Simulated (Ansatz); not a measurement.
**H3OSSi: ladder of basis sets from a Python script**

The task is a ladder of basis sets, for H3OSSi.

Program: the Python package of Ansatz 0.2.0. The levels of theory stand in the script. These are calculated values, not measurements.

## (1) The system

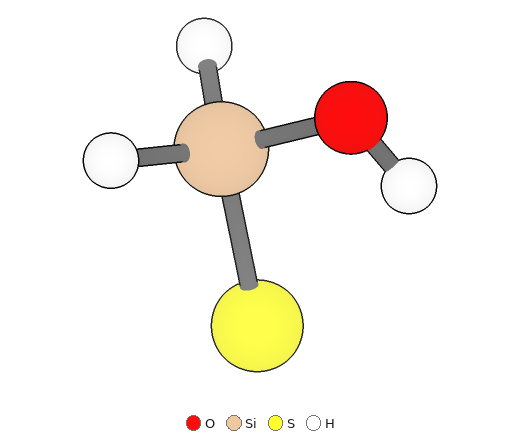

The starting structure, viewed from a chosen angle; oxygen red, silicon light orange, sulfur yellow, hydrogen white.

No structure file is read: the coordinates are typed or built in the script.

## (2) The script

The input, h3ossi_basis.py:

```python
"""How the energy of H3OSSi converges with the basis."""

import warnings

import ansatz as az

GEOMETRY = """
O    -0.34080   -1.31010   -0.14680
Si    0.37190    0.16640    0.15990
S    -1.05480    1.63770   -0.46820
H    -1.19700   -1.11900   -0.54420
H     1.61890    0.26040   -0.65770
H     0.64390    0.30070    1.61070
"""


def main() -> None:
    warnings.simplefilter("ignore", az.DeckWarning)

    mol = az.Crystal.molecule()
    for line in GEOMETRY.strip().splitlines():
        symbol, *xyz = line.split()
        mol = mol.atom(symbol, [float(v) for v in xyz])

    calculation = mol.calculation().correlation("mp2").spin("collinear", total=1)

    energies = {}
    for basis in ["cc-pVDZ", "cc-pVTZ"]:
        rep = calculation.basis(gaussian=basis).run().report
        size = rep["n_frozen"] + rep["n_occupied"][0] + rep["n_virtual"][0]
        energies[basis] = (rep["reference_energy_ev"] / 27.211386246, rep["free_energy_ev"] / 27.211386246)
        print(f"{basis:14s} {size:4d} orbitals  reference {energies[basis][0]:14.6f} Ha  total {energies[basis][1]:14.6f} Ha")

    # correlation energy at the basis limit from E(X) = E + A / X^3
    small, large = (energies[b][1] - energies[b][0] for b in ("cc-pVDZ", "cc-pVTZ"))
    limit = (3 ** 3 * large - 2 ** 3 * small) / (3 ** 3 - 2 ** 3)
    print(f"correlation energy: {small:.6f} and {large:.6f} Ha, extrapolated {limit:.6f} Ha")
    print(f"share caught by the larger set: {100 * large / limit:.1f} %")


if __name__ == "__main__":
    main()
```

## (3) The run

Launch:

```console
python h3ossi_basis.py
```

Standard output:

```text
cc-pVDZ          65 orbitals  reference    -763.117678 Ha  total    -763.508323 Ha
cc-pVTZ         140 orbitals  reference    -763.186029 Ha  total    -763.693268 Ha
correlation energy: -0.390645 and -0.507239 Ha, extrapolated -0.556332 Ha
share caught by the larger set: 91.2 %
```

Wall time 11 s (1 thread of Arm Neoverse V2, shared host); peak memory 0.34 GiB.

## (4) The engine's runs

One row for each of the 2 runs:

```csv
run,basis,energy (eV),<S²>,iterations in all,CPU time (s)
1,cc-pVDZ,-20776.1199,0.76,47,2
2,cc-pVTZ,-20781.1525,0.76,50,8.8
```

Correlation energies (total less mean field):

```csv
basis,correlation (eV),share of the last,miss against the last (eV),CPU time (s)
cc-pVDZ,-10.630,77.0 %,+3.173,2
cc-pVTZ,-13.803,100.0 %,+0.000,8.8
```

## (5) Outcome

| quantity | value |
| --- | --- |
| extrapolated correlation energy | -0.556332 Ha |
| runs compared | 2 |
| correlation energy, last run | -13.803 eV |

In words: Against cc-pVDZ: cc-pVTZ -184.9 mHa. The last step alone is -184.95 mHa. From the first set to the last the time grows from 2.0 to 8.8 s. Notes:
- The drop along the ladder measures the basis error, and is no property of the molecule.
- The geometry is a force-field or estimated start, not a minimum of this method, and the last set is no limit. Much of the fall in a total is atomic energy, which cancels in bond and reaction energies.
- The species is open-shell (spin multiplicity 2).
- Inner cores stay frozen, so this is valence correlation.
- For Al to Cl the sets with a tight d function, cc-pV(X+d)Z, are usual.
- An extrapolation from small basis sets is rough.
